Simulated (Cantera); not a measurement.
Feed: 1 mol SiO₂, 0.56 mol CH₄, 0.11 mol CO, held at 1.20 bar.

Method: chemical equilibrium by Gibbs-energy minimisation in Cantera with the NASA 1993 tables (ideal gas, pure condensed phases). Candidate condensed phases: C, C₆H₆, C₇H₈, C₈H₁₈, H₂O, Si, SiC, SiO₂; 123 gas species. Mutual solubility and eutectic melting of coexisting phases are not modelled. The tables hold silica as quartz up to 1696 K and as liquid above; real silica turns to tridymite and cristobalite and melts near 1996 K. The numbers say what is thermodynamically allowed, not how fast it happens.

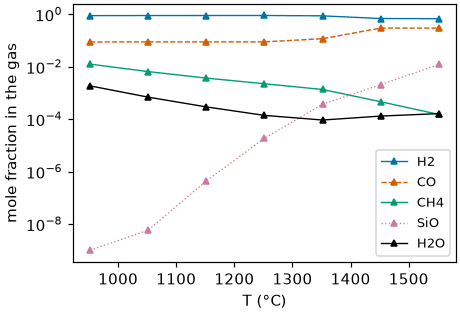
Figure. Equilibrium gas composition (values under 1e-9 drawn at 1e-9)

From 952 °C to 1252 °C the condensed part is C(graphite) + SiO₂(β-quartz). At 1352 °C the condensed part is C(graphite) + SiC(s) + SiO₂(β-quartz). From 1452 °C to 1552 °C the condensed part is SiC(s) + SiO₂(condensed).
